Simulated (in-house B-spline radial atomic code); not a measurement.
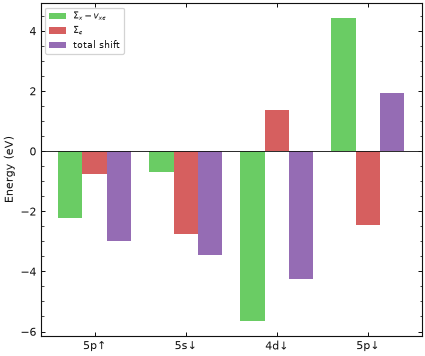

Parts of the G₀W₀ correction to each level for Cs⁴⁺ ([Kr] 4d¹⁰ 5s² 5p³). All-electron spherical atom, scalar X2C, PBE with 50 % exact exchange start, no spin-orbit coupling, Breit or QED terms; computed with a B-spline radial code. The quasi-particle equation is solved at full frequency; levels of low quasi-particle weight Z are left out.

Give the quasi-particle levels and their parts.

G₀W₀ moves the highest occupied level, 5p↑, from −55.53 to −58.52 eV (renormalisation factor Z = 0.96). The empty level 5p↓ goes from −46.17 to −44.22 eV.

```csv
Level,Mean field (eV),Σx − vxc (eV),Σc (eV),Z,G₀W₀ (eV)
5p↑,−55.53,−2.22,−0.77,0.96,−58.52
5s↓,−66.59,−0.70,−2.77,0.96,−70.06
4d↓,−124.55,−5.65,1.38,0.93,−128.82
5p↓,−46.17,4.42,−2.47,0.96,−44.22
```

Note: relativistic terms absent here (spin-orbit coupling, Breit, QED) can be large for so heavy or highly charged an atom or ion.
